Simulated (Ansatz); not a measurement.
# UMP2/6-31G run of CN (SMILES [C]#N)

Aim: the vertical ionisation energy of CN at UMP2/6-31G, from 2 runs. 

The results are computed with Ansatz 0.2.0.

77 further runs of the same task are left out: 77 set aside as unsound or not needed.

## (1) The system as given

The species is CN (2 atoms), meant as a doublet with charge 0. SMILES: `[C]#N`. The shape is that of a PBE0-D4/def2-TZVP optimisation.

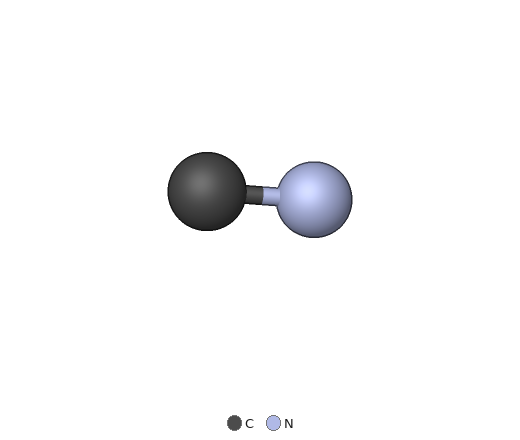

The structure, seen from a chosen angle (carbon dark grey, nitrogen light blue).

## (2) A single-point energy at UMP2/6-31G

Contents of molecule.yaml:

```yaml
crystal:
  periodic: [false, false, false]
  atoms:
    - {symbol: C, position_ang: [0.495600, -0.160400, 0.255200]}
    - {symbol: N, position_ang: [-0.495600, 0.160400, -0.255200]}
basis:
  gaussian:
    orbitals: 6-31G
magnetization:
  spin_polarized: true
  initial_magnetization: 1
correlation:
  method: mp2
  frozen_orbitals: {C: 1, "N": 1}
accuracy: high
```

Started as:

```
ansatz run molecule.yaml --threads 1 --pin off --max-ram 2610MiB --events-out events.jsonl --progress --plain --runs-dir runs
```

Output:

```text
Warning: RAYON_NUM_THREADS=1 ignored (pool sized by the plan → 1); use --threads N
Functional definition: HF
  name "HF"
  exchange = exact_x
  correlation = 0
414 factors; integrals over basis functions are off by at most 2.6e-9 eV
mean field evaluation 1: about -2505.5234 eV, gradient 1.7e1 eV
mean field evaluation 2: about -2505.5334 eV, gradient 1.7e1 eV
mean field evaluation 4: about -2506.9777 eV, gradient 2.3e0 eV
mean field evaluation 8: about -2507.0755 eV, gradient 1.6e0 eV
mean field evaluation 16: about -2507.8465 eV, gradient 2.5e-5 eV
mean field evaluation 32: about -2506.7189 eV, gradient 2.1e-6 eV
mean field evaluation 64: about -2507.8454 eV, gradient 2.5e-1 eV
mean field evaluation 96: about -2506.7189 eV, gradient 4.0e-4 eV
mean field -2507.84650969 eV, -92.1616593516 hartree, gradient 3.6e-8 eV, S^2 1.216674; 7 other end points of the search recorded, 0 dependent functions left out
2 core orbitals not correlated: weight in the atoms' cores, before any rotation towards them, 1.000 or more for the frozen orbitals, at most 0.000 for the correlated occupied ones
reference -2507.84650969 eV, -92.1616593516 hartree; 5, 4 occupied and 11, 12 virtual orbitals, 414 factors
second order -4.10135973 eV of doubles, -0.00000000 eV of singles
Total energy: -2511.94786942 eV, -92.3123815418 hartree
```

Wall time 0.3 s (1 thread of Intel Xeon Platinum 8375C at 2.90GHz (Ice Lake), shared host).

## (3) The singlet cation

Contents of molecule.yaml:

```yaml
crystal:
  periodic: [false, false, false]
  atoms:
    - {symbol: C, position_ang: [0.495600, -0.160400, 0.255200]}
    - {symbol: "N", position_ang: [-0.495600, 0.160400, -0.255200]}
basis:
  gaussian: {orbitals: 6-31G}
total_charge: 1
correlation: {method: mp2, frozen_orbitals: {C: 1, "N": 1}}
accuracy: high
```

Started as:

```
ansatz run molecule.yaml --threads 1 --pin off --max-ram 2610MiB --events-out events.jsonl --progress --plain --runs-dir runs
```

Output:

```text
Warning: RAYON_NUM_THREADS=1 ignored (pool sized by the plan → 1); use --threads N
[... 4 set-up lines as earlier in the session ...]
414 factors; integrals over basis functions are off by at most 2.6e-9 eV
mean field evaluation 1: about -2484.6077 eV, gradient 5.5e1 eV
mean field evaluation 2: about -2484.6191 eV, gradient 5.5e1 eV
mean field evaluation 4: about -2491.4644 eV, gradient 2.1e0 eV
mean field evaluation 8: about -2491.5213 eV, gradient 8.8e-2 eV
mean field evaluation 16: about -2489.0719 eV, gradient 2.6e1 eV
mean field evaluation 32: about -2491.5210 eV, gradient 1.3e-5 eV
mean field evaluation 64: about -2491.5209 eV, gradient 4.7e-2 eV
mean field -2491.52096591 eV, -91.5617066837 hartree, gradient 1.1e-8 eV, S^2 0.000000; 8 other end points of the search recorded, 0 dependent functions left out; unrestricted orbitals would lower it
mean field evaluation 96: about -2493.9868 eV, gradient 1.5e0 eV
unrestricted determinant -2494.03760724 eV, -91.6541915467 hartree, S^2 1.2420
2 core orbitals not correlated: weight in the atoms' cores, before any rotation towards them, 1.000 or more for the frozen orbitals, at most 0.000 for the correlated occupied ones
reference -2491.52096591 eV, -91.5617066837 hartree; 4, 4 occupied and 12, 12 virtual orbitals, 414 factors
second order -8.13085519 eV of doubles, -0.00000000 eV of singles
Total energy: -2499.65182110 eV, -91.8605101007 hartree
```

Wall time 0.22 s (1 thread of Intel Xeon Platinum 8375C at 2.90GHz (Ice Lake), shared host).

## (4) Outcome

Level: UMP2/6-31G, 2 core orbitals frozen.

| quantity | value |
| --- | --- |
| doublet CN: total energy | -92.31238 Eh |
| doublet CN: correlation energy (2 core orbitals frozen) | -150.7 mEh |
| doublet CN: ⟨S²⟩ of the reference determinant | 1.217 |
| singlet cation: total energy | -91.86051 Eh |
| singlet cation: correlation energy (2 core orbitals frozen) | -298.8 mEh |
| vertical ionisation energy (to the singlet cation) | 12.296 eV |

What this shows: The vertical ionisation energy comes to 12.30 eV (284 kcal/mol). Only the singlet of the ionised species was computed; a triplet could lie lower. ⟨S²⟩ (doublet CN) is 1.22 where a pure doublet has 0.75: the reference is spin-contaminated. The restricted solution (singlet cation) is unstable to spin breaking: an unrestricted one lies lower.
